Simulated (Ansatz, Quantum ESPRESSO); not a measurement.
# Os(0001), 4 layers, one monolayer of F on fcc sites against a metal electrode, part 5 of 6

How does the Fermi level of Os(0001), 4 layers, one monolayer of F on fcc sites move as charge is added against a counter-electrode?

Quantum ESPRESSO 7.5; plane-wave DFT, PBE, GBRV ultrasoft pseudopotentials; geometry by Ansatz 0.2.0 with PAW datasets.

So far. Step 8 (Self-consistent run: charge 0.039 e): The electrode's potential over the Fermi level goes from 10.523 to 13.505 eV, the far face's from 5.359 to 5.360 eV. Step 8 (Self-consistent run: charge 0.039 e): Gauss's law asks for a slope of 180.95 q/A = 1.085 eV/Å in the gap; the run gives 1.085.

## 11. SCF with pw.x: constant Fermi level -4.5 eV

Contents of mu1.in:

```
&control
  prefix = 'mu1'
  outdir = './out'
  pseudo_dir = './pseudo'
  calculation = 'scf'
  tprnfor = .true.
/
&system
  ibrav = 0
  nat = 5
  ntyp = 2
  ecutwfc = 40
  ecutrho = 200
  occupations = 'smearing'
  smearing = 'mv'
  degauss = 0.02
  assume_isolated = 'esm'
  esm_bc = 'bc3'
  lgcscf = .true.
  gcscf_mu = -4.5
  gcscf_conv_thr = 0.001
/
&electrons
  conv_thr = 1e-09
  mixing_beta = 0.2
  electron_maxstep = 160
  mixing_mode = 'TF'
  diagonalization = 'rmm-davidson'
  diago_rmm_conv = .false.
  diago_full_acc = .true.
/
ATOMIC_SPECIES
  Os  190.2300  os_pbe_v1.2.uspp.F.UPF
  F   18.9984  f_pbe_v1.4.uspp.F.UPF
CELL_PARAMETERS angstrom
  2.74000000001769 0.00000000000000 0.00000000000000
  1.37000000000884 2.37290960638468 0.00000000000000
  0.00000000000000 0.00000000000000 24.48969000000000
ATOMIC_POSITIONS crystal
  Os  0.666666666667 0.666666666667 -0.068350674544
  Os  -0.000000000000 -0.000000000000 0.019981599156
  Os  0.666666666667 0.666666666667 0.109861094108
  Os  -0.000000000000 -0.000000000000 0.194647382651
  F   0.333333333333 0.333333333333 0.262718181850
K_POINTS automatic
  12 12 1 0 0 0
```

On the command line:

```bash
$ OMP_NUM_THREADS=1 mpirun -n 4 pw.x -nk 4 -in mu1.in > mu1.out
```

The log of the run:

```text
[banner, memory and clock lines left out]
Program PWSCF v.7.5 starts

          URL

     Message from routine iosys:
     eigenvalues have to be converged: diago_rmm_conv=.TRUE.
     Message from routine setup:
     using ibrav=0 with symmetry is DISCOURAGED, use correct ibrav instead

     G-vector sticks info

     bravais-lattice index     =            0
     lattice parameter (alat)  =       5.1778  a.u.
     unit-cell volume          =    1074.5129 (a.u.)^3
     number of atoms/cell      =            5
     number of atomic types    =            2
     number of electrons       =        71.00
     number of Kohn-Sham states=           43
     kinetic-energy cutoff     =      40.0000  Ry
     charge density cutoff     =     200.0000  Ry
     scf convergence threshold =      1.0E-09
     mixing beta               =       0.2000
     number of iterations used =            8  TF        mixing
     Exchange-correlation=  SLA  PW   PBX  PBC
                           (   1   4   3   4   0   0   0)

     Effective Screening Medium Method
     Boundary Conditions: Vacuum-Slab-Metal
     total charge in unit cell        =   0.0000
     grid points for fit at edges     =        4

     >>>>> Grand-Canonical SCF is activated <<<<<
     Initial Total Charge  =     0.000000 e
     Target Fermi Energy   =    -4.500000 eV
     Thr. of Fermi Energy  =     0.001000 eV
     Wave-shift of Kerker  =     0.400000 bohr^-1
     Wave-shift of Hartree =     1.500000 bohr^-1
     Mixing Rate of Fermi  =     0.050000

     celldm(1)=   5.177850  celldm(2)=   0.000000  celldm(3)=   0.000000
     celldm(4)=   0.000000  celldm(5)=   0.000000  celldm(6)=   0.000000

     crystal axes: (cart. coord. in units of alat)
               a(1) = (   1.000000   0.000000   0.000000 )
               a(2) = (   0.500000   0.866025   0.000000 )
               a(3) = (   0.000000   0.000000   8.937843 )

     reciprocal axes: (cart. coord. in units 2 pi/alat)
               b(1) = (  1.000000 -0.577350  0.000000 )
               b(2) = (  0.000000  1.154701  0.000000 )
               b(3) = (  0.000000  0.000000  0.111884 )

     PseudoPot. # 1 for Os read from file:
     ./pseudo/os_pbe_v1.2.uspp.F.UPF
     Pseudo is Ultrasoft + core correction, Zval = 16.0
     Generated by new atomic code, or converted to UPF format
     Using radial grid of  983 points,  8 beta functions with:
                l(1) =   0
                l(2) =   0
                l(3) =   1
                l(4) =   1
                l(5) =   2
                l(6) =   2
                l(7) =   3
                l(8) =   3
     Q(r) pseudized with  8 coefficients,  rinner =    1.150   1.150   1.150
                                                       1.150   1.150   1.150
                                                       1.150

[...]
5        F      tau(   5) = (   0.5000000   0.2886751   2.3481339  )

     number of k points=    19  Marzari-Vanderbilt smearing, width (Ry)=  0.0200
                       cart. coord. in units 2pi/alat
        k(    1) = (   0.0000000   0.0000000   0.0000000), wk =   0.0138889
        k(    2) = (   0.0000000   0.0962250   0.0000000), wk =   0.0833333
        k(    3) = (   0.0000000   0.1924501   0.0000000), wk =   0.0833333
        k(    4) = (   0.0000000   0.2886751   0.0000000), wk =   0.0833333
        k(    5) = (   0.0000000   0.3849002   0.0000000), wk =   0.0833333
        k(    6) = (   0.0000000   0.4811252   0.0000000), wk =   0.0833333
        k(    7) = (   0.0000000  -0.5773503   0.0000000), wk =   0.0416667
        k(    8) = (   0.0833333   0.1443376   0.0000000), wk =   0.0833333
        k(    9) = (   0.0833333   0.2405626   0.0000000), wk =   0.1666667
        k(   10) = (   0.0833333   0.3367877   0.0000000), wk =   0.1666667
        k(   11) = (   0.0833333   0.4330127   0.0000000), wk =   0.1666667
        k(   12) = (   0.0833333  -0.6254628   0.0000000), wk =   0.1666667
        k(   13) = (   0.1666667   0.2886751   0.0000000), wk =   0.0833333
        k(   14) = (   0.1666667   0.3849002   0.0000000), wk =   0.1666667
        k(   15) = (   0.1666667  -0.6735753   0.0000000), wk =   0.1666667
        k(   16) = (   0.1666667  -0.5773503   0.0000000), wk =   0.0833333
        k(   17) = (   0.2500000  -0.7216878   0.0000000), wk =   0.0833333
        k(   18) = (   0.2500000  -0.6254628   0.0000000), wk =   0.1666667
        k(   19) = (   0.3333333  -0.5773503   0.0000000), wk =   0.0277778

     Dense  grid:    51371 G-vectors     FFT dimensions: (  24,  24, 216)

     Smooth grid:    36919 G-vectors     FFT dimensions: (  24,  24, 192)

     Initial potential from superposition of free atoms

     starting charge      68.9999, renormalised to      71.0000

     negative rho (up, down):  5.063E-01 0.000E+00
     Starting wfcs are   56 randomized atomic wfcs

     per-process dynamical memory:    68.5 Mb

     Self-consistent Calculation

     iteration #  1     ecut=    40.00 Ry     beta= 0.20
     Davidson diagonalization with overlap
     c_bands:  1 eigenvalues not converged
     ethr =  1.00E-05,  avg # of iterations =102.3

     negative rho (up, down):  5.030E-01 0.000E+00

     total energy              =    -800.33526419 Ry
     estimated scf accuracy    <      13.20843684 Ry

     total charge of GC-SCF    =      -0.04690948 e
     the Fermi energy          =     -21.37009856 eV
                        (error :      16.87009856 eV)

     iteration #  2     ecut=    40.00 Ry     beta= 0.20
     Davidson diagonalization with overlap
     c_bands:  1 eigenvalues not converged
     ethr =  1.00E-05,  avg # of iterations =125.8

     negative rho (up, down):  5.099E-01 0.000E+00

     total energy              =    -833.87555087 Ry
     estimated scf accuracy    <      12.86461935 Ry

     total charge of GC-SCF    =      -0.03432075 e
     the Fermi energy          =      12.15946516 eV
                        (error :      16.65946516 eV)

     iteration #  3     ecut=    40.00 Ry     beta= 0.20
     RMM-DIIS diagonalization
     c_bands: 10 eigenvalues not converged
[MPI's abort notice left out]

"abort". This may have caused other processes in the application to be
terminated by signals sent by prterun (as reported here).
```

Wall time 89 s (4 MPI ranks of Arm Neoverse V2, shared host); peak memory 0.8 GiB.

The run ended with an error.

## 12. Self-consistent run: between two electrodes with a field of -0.004 Ry/bohr

bc2 puts electrodes at both ends of the cell; esm_efield times the cell length sets the bias between them, and the slab stays neutral.

Contents of bc2.in:

```
&control
  prefix = 'bc2'
  outdir = './out'
  pseudo_dir = './pseudo'
  calculation = 'scf'
  tprnfor = .true.
/
&system
  ibrav = 0
  nat = 5
  ntyp = 2
  ecutwfc = 40
  ecutrho = 200
  occupations = 'smearing'
  smearing = 'mv'
  degauss = 0.02
  assume_isolated = 'esm'
  esm_bc = 'bc2'
  esm_efield = -0.004
/
&electrons
  conv_thr = 1e-07
  mixing_beta = 0.4
  electron_maxstep = 120
  mixing_mode = 'local-TF'
/
ATOMIC_SPECIES
  Os  190.2300  os_pbe_v1.2.uspp.F.UPF
  F   18.9984  f_pbe_v1.4.uspp.F.UPF
CELL_PARAMETERS angstrom
  2.74000000001769 0.00000000000000 0.00000000000000
  1.37000000000884 2.37290960638468 0.00000000000000
  0.00000000000000 0.00000000000000 24.48969000000000
ATOMIC_POSITIONS crystal
  Os  0.666666666667 0.666666666667 -0.165534428197
  Os  -0.000000000000 -0.000000000000 -0.077202154497
  Os  0.666666666667 0.666666666667 0.012677340455
  Os  -0.000000000000 -0.000000000000 0.097463628998
  F   0.333333333333 0.333333333333 0.165534428197
K_POINTS automatic
  12 12 1 0 0 0
```

On the command line:

```bash
$ OMP_NUM_THREADS=1 mpirun -n 4 pw.x -nk 4 -in bc2.in > bc2.out
```

The log of the run:

```text
[banner, memory and clock lines left out]
Program PWSCF v.7.5 starts
[citation notice left out]

[...]
Message from routine setup:
[...]
bravais-lattice index     =            0
     lattice parameter (alat)  =       5.1778  a.u.
     unit-cell volume          =    1074.5129 (a.u.)^3
     number of atoms/cell      =            5
     number of atomic types    =            2
     number of electrons       =        71.00
     number of Kohn-Sham states=           43
     kinetic-energy cutoff     =      40.0000  Ry
     charge density cutoff     =     200.0000  Ry
     scf convergence threshold =      1.0E-07
     mixing beta               =       0.4000
     number of iterations used =            8  local-TF  mixing
     Exchange-correlation=  SLA  PW   PBX  PBC
                           (   1   4   3   4   0   0   0)

     Effective Screening Medium Method
     Boundary Conditions: Metal-Slab-Metal
     total charge in unit cell        =   0.0000
     field strength                   =  -0.0040 Ry/a.u.
     grid points for fit at edges     =        4

[...]
PseudoPot. # 1 for Os read from file:
     ./pseudo/os_pbe_v1.2.uspp.F.UPF
     Pseudo is Ultrasoft + core correction, Zval = 16.0
     Generated by new atomic code, or converted to UPF format
     Using radial grid of  983 points,  8 beta functions with:
                l(1) =   0
                l(2) =   0
                l(3) =   1
                l(4) =   1
                l(5) =   2
                l(6) =   2
                l(7) =   3
                l(8) =   3
     Q(r) pseudized with  8 coefficients,  rinner =    1.150   1.150   1.150
                                                       1.150   1.150   1.150
                                                       1.150

     PseudoPot. # 2 for F  read from file:
     ./pseudo/f_pbe_v1.4.uspp.F.UPF
     Pseudo is Ultrasoft, Zval =  7.0
     Generated by new atomic code, or converted to UPF format
     Using radial grid of  799 points,  4 beta functions with:
                l(1) =   0
                l(2) =   0
                l(3) =   1
                l(4) =   1
     Q(r) pseudized with  8 coefficients,  rinner =    0.950   0.950   0.950

     atomic species   valence    mass     pseudopotential
     Os               16.00   190.23000     Os( 1.00)
     F                 7.00    18.99840     F ( 1.00)

      6 Sym. Ops. (no inversion) found

[...]
number of k points=    19  Marzari-Vanderbilt smearing, width (Ry)=  0.0200
[...]
Dense  grid:    51371 G-vectors     FFT dimensions: (  24,  24, 216)

     Smooth grid:    36919 G-vectors     FFT dimensions: (  24,  24, 192)

     Initial potential from superposition of free atoms

     starting charge      68.9999, renormalised to      71.0000

     negative rho (up, down):  5.060E-01 0.000E+00
     Starting wfcs are   56 randomized atomic wfcs

     per-process dynamical memory:    68.5 Mb

     Self-consistent Calculation

     iteration #  1     ecut=    40.00 Ry     beta= 0.40
     Davidson diagonalization with overlap
     ethr =  1.00E-02,  avg # of iterations =  4.5

     negative rho (up, down):  4.897E-01 0.000E+00

     total energy              =    -840.22083211 Ry
     estimated scf accuracy    <     309.75195994 Ry

     iteration #  2     ecut=    40.00 Ry     beta= 0.40
[...]
negative rho (up, down):  5.027E-01 0.000E+00

[...]
total energy              =    -842.19989091 Ry
     estimated scf accuracy    <      40.20607191 Ry

     iteration #  3     ecut=    40.00 Ry     beta= 0.40
[...]
negative rho (up, down):  5.128E-01 0.000E+00

[...]
total energy              =    -842.42345376 Ry
     estimated scf accuracy    <       4.92294548 Ry

     iteration #  4     ecut=    40.00 Ry     beta= 0.40
[...]
negative rho (up, down):  5.287E-01 0.000E+00

[...]
total energy              =    -842.21499594 Ry
     estimated scf accuracy    <       2.39264515 Ry

     iteration #  5     ecut=    40.00 Ry     beta= 0.40
[...]
negative rho (up, down):  5.250E-01 0.000E+00

[...]
total energy              =    -842.58705661 Ry
     estimated scf accuracy    <       0.76052300 Ry

     iteration #  6     ecut=    40.00 Ry     beta= 0.40
[...]
c_bands:  3 eigenvalues not converged
[...]
negative rho (up, down):  5.308E-01 0.000E+00

[...]
total energy              =    -843.19497303 Ry
     estimated scf accuracy    <       7.16924189 Ry

[...]
iteration # 40     ecut=    40.00 Ry     beta= 0.40
[...]
negative rho (up, down):  4.984E-01 0.000E+00

[...]
total energy              =    -842.75706338 Ry
     estimated scf accuracy    <       0.00000085 Ry

     iteration # 41     ecut=    40.00 Ry     beta= 0.40
[...]
negative rho (up, down):  4.984E-01 0.000E+00

[...]
total energy              =    -842.75706224 Ry
     estimated scf accuracy    <       0.00000129 Ry

     iteration # 42     ecut=    40.00 Ry     beta= 0.40
[...]
negative rho (up, down):  4.984E-01 0.000E+00

[...]
total energy              =    -842.75705837 Ry
     estimated scf accuracy    <       0.00000083 Ry

     iteration # 43     ecut=    40.00 Ry     beta= 0.40
[...]
negative rho (up, down):  4.984E-01 0.000E+00

[...]
End of self-consistent calculation

          k = 0.0000 0.0000 0.0000 (  4569 PWs)   bands (ev):

   -94.6455 -94.5732 -94.5320 -94.0883 -54.4894 -54.1061 -53.6614 -53.6406
   -53.6406 -53.5476 -53.5476 -53.4939 -53.4939 -53.3429 -53.0287 -53.0287
   -31.2658 -18.1556 -16.7318 -15.7935 -15.2106 -12.2596 -11.8542 -11.8542
   -11.0879 -11.0879 -10.8598 -10.8495 -10.7790 -10.7790 -10.0752 -10.0283
   -10.0283  -9.8798  -9.8798  -8.7018  -8.7018  -7.8597  -7.4944  -7.4944
    -6.3553  -6.3545  -6.0823

          k = 0.0000 0.0962 0.0000 (  4567 PWs)   bands (ev):

   -94.6406 -94.5697 -94.5293 -94.0847 -54.4721 -54.1039 -53.7172 -53.6648
   -53.6563 -53.5651 -53.5597 -53.5441 -53.5022 -53.3415 -53.0752 -53.0399
   -31.2323 -17.8870 -16.4789 -15.5390 -14.9427 -12.5083 -11.9144 -11.8062
   -11.3623 -11.2398 -11.0192 -10.8804 -10.7697 -10.6007 -10.3163 -10.0279
    -9.9271  -9.7934  -9.7242  -8.8843  -8.7353  -8.3419  -7.5477  -7.4630
    -6.3554  -6.2255  -5.9941

[...]
the Fermi energy is    -7.7266 ev

!    total energy              =    -842.75705766 Ry
     estimated scf accuracy    <       0.00000009 Ry
     smearing contrib. (-TS)   =      -0.00114135 Ry
     internal energy E=F+TS    =    -842.75591631 Ry

     The total energy is F=E-TS. E is the sum of the following terms:
     one-electron contribution =  -46917.33833717 Ry
     hartree contribution      =   23426.63388553 Ry
     xc contribution           =    -158.98535912 Ry
     ewald contribution        =   22806.93389446 Ry

     convergence has been achieved in  43 iterations

     negative rho (up, down):  4.984E-01 0.000E+00

     Forces acting on atoms (cartesian axes, Ry/au):

     atom    1 type  1   force =     0.00000000    0.00000000    0.02007198
     atom    2 type  1   force =     0.00000000    0.00000000   -0.01933126
     atom    3 type  1   force =     0.00000000    0.00000000   -0.00012664
     atom    4 type  1   force =     0.00000000    0.00000000   -0.00146847
     atom    5 type  2   force =    -0.00000000   -0.00000000    0.00007614

     Total force =     0.027906     Total SCF correction =     0.003092
     SCF correction compared to forces is large: reduce conv_thr to get better values

[...]
```

Elapsed: 1.9 min, on 4 MPI ranks; peak memory 0.83 GiB.

Numbers from this step:

| Quantity | Value |
| --- | --- |
| Fermi energy | -7.727 eV |
| slope of the potential below | 0.02350 eV/Å |
| vacuum line at the lower end of the cell, over the Fermi level | 5.208 eV |
| slope of the potential above | 0.02364 eV/Å |
| vacuum line at the upper end of the cell, over the Fermi level | 7.727 eV |

The potential energy, planar mean oscillates, so the rows of the table below give means over windows of 1.13 Å about each position, cut where the curve ends. Its maxima inside the range that stand out by 2 % of the span (Å: eV): -4.1: -10.6, -3.0: -2.79, -1.9: -11.2, -0.8: -2.69, 0.3: -11.3, 1.4: -3.90, 2.4: -11.1, 3.5: -1.75. Its minima: -4.4: -13.6, -3.6: -14.0, -2.3: -14.4, -1.5: -14.5, -0.1: -14.5, 0.7: -14.5, 1.9: -14.4, 2.8: -14.8, 4.0: -6.08.

Electrostatic potential energy of an electron; zero at the Fermi level. Table of potential energy, planar mean by z; means over each step:

```tsv
z (Å)	potential energy, planar mean (eV)
-11.68	5.22
-10.55	5.25
-9.42	5.27
-8.29	5.30
-7.16	5.29
-6.03	4.68
-4.90	-4.98
-3.77	-11.2
-2.64	-8.34
-1.51	-11.0
-0.38	-8.74
0.75	-10.7
1.88	-10.3
3.01	-9.13
4.14	-1.96
5.27	7.15
6.40	7.58
7.53	7.62
8.66	7.64
9.79	7.67
10.92	7.70
12.05	7.72
```

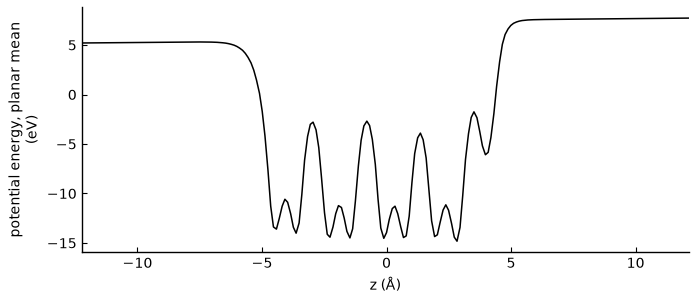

Potential energy, planar mean against z.

The set field of -0.103 V/Å over 24.5 Å is a bias of 2.52 V; the two ends of the cell differ by 2.52 eV. The slope in the vacuum is 0.024 eV/Å in size, less than the set field, because the sheet's own dipole step takes up part of the bias.

(Part 5 of 6 ends here.)

[Logs are printed without paths, hosts, clocks, repeated set-up lines and the standing remarks that a program may print on its own settings, such as how far it seeks lower states.]

[Hosts, paths, dates, database ids (printed as entryN), source tags and the programs' standing remarks are cut or masked in the printed files.]

[Maps of the electrostatic potential energy from Ansatz leave out the sawtooth potential of an applied field or a dipole correction, so their vacuum need not be flat; planar profiles and work functions include it.]
